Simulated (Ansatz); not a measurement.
```yaml
crystal:
  lattice:
    - [3.90132, 0.00000, 0.00000]
    - [-1.95066, 3.37864, 0.00000]
    - [0.00000, 0.00000, 6.72338]
  atoms:
    - { symbol: W, position: [0.00000, 0.00000, 0.00000] }
    - { symbol: W, position: [0.00000, 0.00000, 0.50000] }
    - { symbol: S, position: [0.33333, 0.66667, 0.25000] }
    - { symbol: S, position: [0.66667, 0.33333, 0.75000] }
```

Space group P6₃/mmc; started from the nickel arsenide prototype, which need not be the ambient phase; computed pressure about −12 GPa in this cell; Hubbard U of 6.2 eV on W d only.

These are results of DFT PBE+U, scalar-relativistic, plane waves, PAW (Ansatz), not measurements.

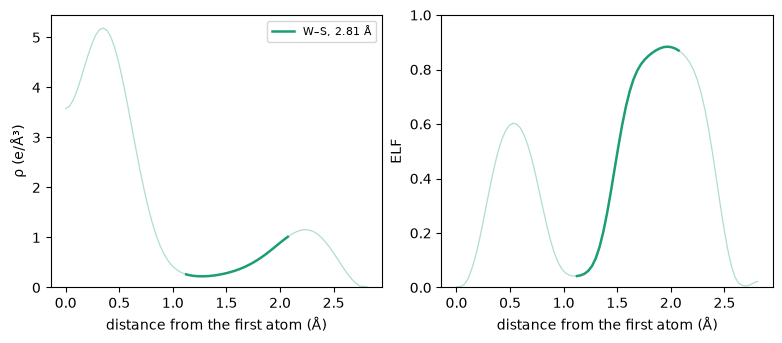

WS. Valence electron density and electron localisation function along straight lines between neighbouring atoms. Thin, pale parts lie inside the atomic spheres.

Core electrons are frozen (PAW), and the valence fields are smoothed inside the atomic spheres.

Question: What can be read from the curves?

Answer: W–S (2.81 Å): ρ at the midpoint is about 0.25 e/Å³; the ELF peaks at about 0.90 in the valence shell of S, 0.8 Å from its nucleus, and is about 0.25 at the midpoint.
